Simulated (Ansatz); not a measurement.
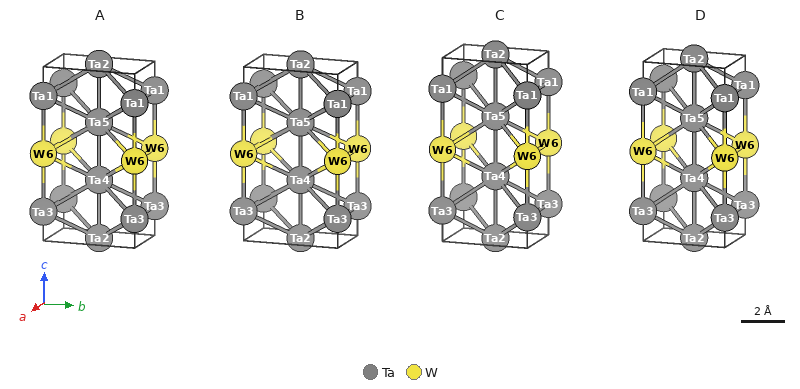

4 geometries from one relaxation of crystalline Ta5W (a generated structure, set up in Pmmm) (coarse preliminary run), in shuffled order. The picture is a ball-and-stick view of the cell of the calculation, seen slightly off an axis.

Computed with DFT PBE, scalar-relativistic, plane waves, PAW (Ansatz 0.2.0). (plane-wave cutoff 420 eV; k-point mesh 6 × 4 × 2; occupations gaussian; smearing width 0.1 eV; no spin polarisation; cell and atoms relaxed; force threshold 0.04 eV/Å; at most 70 steps)

### Put them in the order of the run, from the start to the converged end.

D, C, A, B. They are steps 0, 2, 5, 10, at +1.331 eV per cell of the calculation, +0.763 eV per cell of the calculation, +0.101 eV per cell of the calculation relative to the last. The largest moves relative to the cell, 0.022 Å, are those of Ta1 and Ta3. Ta3 goes along +c. W stays in place. Cell: a 2.878 → 2.798 Å (−2.8 %), b 4.070 → 4.679 Å (+15.0 %), c 8.634 → 8.368 Å (−3.1 %). Volume +8.3 %. Near-neighbour distances that change, for instance: Ta1–Ta2 2.878 → 3.072 Å, Ta4–W6 2.878 → 3.057 Å, Ta1–Ta5 2.878 → 3.057 Å, Ta1–W6 2.878 → 2.767 Å. The space group stays Pmmm (No. 47). The energy falls by 1.331 eV per cell of the calculation in 9 accepted moves (10 points after the start). Largest force component: 0.55 eV/Å at the start, 0.0033 eV/Å at the end. Pressure: 20.54 GPa at the start and 0.10 GPa at the end. At 1 point the geometry stayed and the basis and grid were re-selected for the new cell (energy shift of 10.7 meV per cell of the calculation at most each time).

Limits of the set-up: the k-point mesh is coarse for a cell with partly filled bands.
